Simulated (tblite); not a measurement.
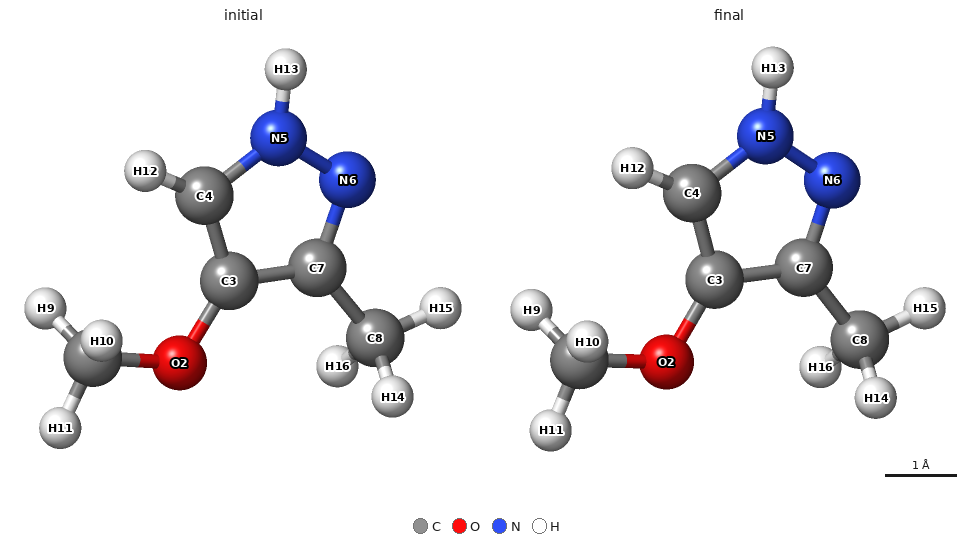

The structure of C5H8N2O before (left) and after (right) a relaxation, at one scale.

The picture is a ball-and-stick view, seen at a tilt.

Theory: GFN2-xTB geometry optimisation, gas phase (tblite 0.8.0). 

Summarise the run.

The largest move after the best rigid fit is that of an H atom, 0.085 Å. Largest moves by element: H 0.085 Å, C 0.044 Å, N 0.030 Å, O 0.019 Å. Among the contacts that change: C–H 1.106 → 1.089 Å, C–N 1.336 → 1.320 Å, N–N 1.342 → 1.329 Å, C–N 1.372 → 1.358 Å. Bond angles that change, for instance: N–N–C 103.8° → 106.6°, C–C–H 112.1° → 109.4°, H–C–H 111.5° → 109.0°. After 27 geometry steps the energy has fallen by 7.37 kJ/mol. Cost: 0.14 s on 1 thread of Arm Neoverse V1, with other jobs on the host.
